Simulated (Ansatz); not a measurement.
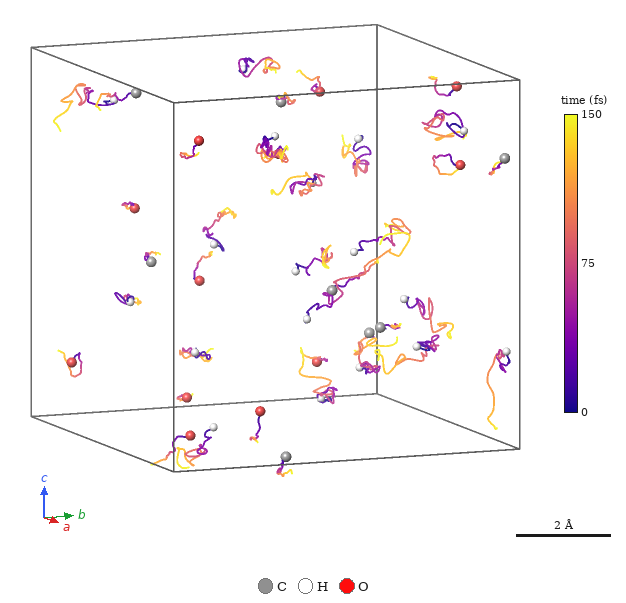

First-principles dynamics of a periodic cell with 1 C2H6 + 6 HCOOH at 0.984 g/cm³, 150 fs long. Lines trace each atom's path, coloured by time; spheres stand at the starting positions. Seen slightly off an axis in the simulation cell.

Method: DFT LDA, scalar-relativistic, plane waves, PAW in Ansatz 0.2.0. Set-up: plane-wave cutoff 420 eV; k-point mesh 1 × 1 × 1; Fermi-Dirac smearing 0.05 eV; Langevin thermostat (NVT); set temperature 1000 K; time step 0.5 fs; friction 0.02 per fs.

Input file:
```yaml
crystal:
  lattice:
    - [8.025957, 0.0, 0.0]
    - [0.0, 8.025957, 0.0]
    - [0.0, 0.0, 8.025957]
  atoms:
    - { symbol: C, position: [0.56335395, 0.63768278, 0.38658701] }
    - { symbol: C, position: [0.53950379, 0.78688302, 0.27373779] }
    - { symbol: H, position: [0.63388174, 0.53602255, 0.32543379] }
    - { symbol: H, position: [0.63467174, 0.67206773, 0.49955325] }
    - { symbol: H, position: [0.44220098, 0.58248415, 0.42370582] }
    - { symbol: H, position: [0.46531915, 0.88651813, 0.33310081] }
    - { symbol: H, position: [0.65970561, 0.84285636, 0.2362762] }
    - { symbol: H, position: [0.47462576, 0.75423644, 0.1572604] }
    - { symbol: O, position: [0.10267795, 0.44440063, 0.35588706] }
    - { symbol: C, position: [0.13550611, 0.2909127, 0.42154248] }
    - { symbol: O, position: [0.1027006, 0.25667952, 0.56392156] }
    - { symbol: H, position: [0.04428109, 0.51002135, 0.44154183] }
    - { symbol: H, position: [0.19390993, 0.20631206, 0.32634576] }
    - { symbol: O, position: [0.45310193, 0.52864583, 0.74658723] }
    - { symbol: C, position: [0.35693188, 0.5753722, 0.87034443] }
    - { symbol: O, position: [0.29439672, 0.71329246, 0.88029157] }
    - { symbol: H, position: [0.46893852, 0.61940522, 0.66496457] }
    - { symbol: H, position: [0.34270621, 0.47274935, 0.96240207] }
    - { symbol: O, position: [1.04001106, 0.43350079, 0.03059533] }
    - { symbol: C, position: [0.89297124, 0.36853104, 0.00232813] }
    - { symbol: O, position: [0.78933392, 0.33676683, 0.11189475] }
    - { symbol: H, position: [1.05491942, 0.45105267, 0.15427327] }
    - { symbol: H, position: [0.87040136, 0.34571654, -0.13135193] }
    - { symbol: O, position: [0.08897658, 0.78945917, 0.11269821] }
    - { symbol: C, position: [0.10692189, 0.9337892, 0.18509371] }
    - { symbol: O, position: [0.22937145, 1.02236756, 0.17979314] }
    - { symbol: H, position: [0.1829265, 0.76229361, 0.02880636] }
    - { symbol: H, position: [-0.00309578, 0.96339572, 0.26604904] }
    - { symbol: O, position: [0.50346272, 0.25251112, 1.00826671] }
    - { symbol: C, position: [0.46977964, 0.10949011, 0.94039365] }
    - { symbol: O, position: [0.56937956, -0.00396703, 0.91841784] }
    - { symbol: H, position: [0.62638784, 0.26897193, 1.04838166] }
    - { symbol: H, position: [0.33665054, 0.10064238, 0.90148853] }
    - { symbol: O, position: [0.82213242, 0.90182024, 0.74906573] }
    - { symbol: C, position: [0.96733609, 0.97073295, 0.78449363] }
    - { symbol: O, position: [0.99247423, 1.07576226, 0.89152254] }
    - { symbol: H, position: [0.73158028, 0.94985607, 0.82507264] }
    - { symbol: H, position: [1.06863329, 0.91772155, 0.70607713] }
basis:
  ecutwfc: 420.0
kpoints:
  mp_grid: { grid: [1, 1, 1] }
hamiltonian:
  xc: lda
scf:
  occupations: { method: fermi_dirac, width: 0.05 }
  lower_state_search: "off"
md:
  timestep: 0.5
  n_steps: 300
  ensemble: nvt_langevin
  temperature: 1000.0
  initial_velocities: maxwell_boltzmann
  seed: 454967
  friction: 0.02
```

Command:
```bash
ansatz run input.yaml --threads 1 --pin off --max-ram 3072MiB --backend cpu --events-out ev --progress --plain --runs-dir out
```

Question: How do the atoms move?

Answer: Root-mean-square distances from the starting positions over the second half, with the common drift of all atoms taken out: H 1.01 Å, C 0.63 Å, O 0.55 Å. The heavy atoms stay within a fraction of a molecule's size of their starting places, while the hydrogen atoms travel further, as molecules turn; so short a run doesn't tell a liquid from a solid.

Limits of the set-up: the periodic images lie only 8.0 Å apart, so the values are limited by the cell's size.

Cost: 12 min on 1 thread of Arm Neoverse V1, with other jobs on the host, peak memory 0.45 GiB.
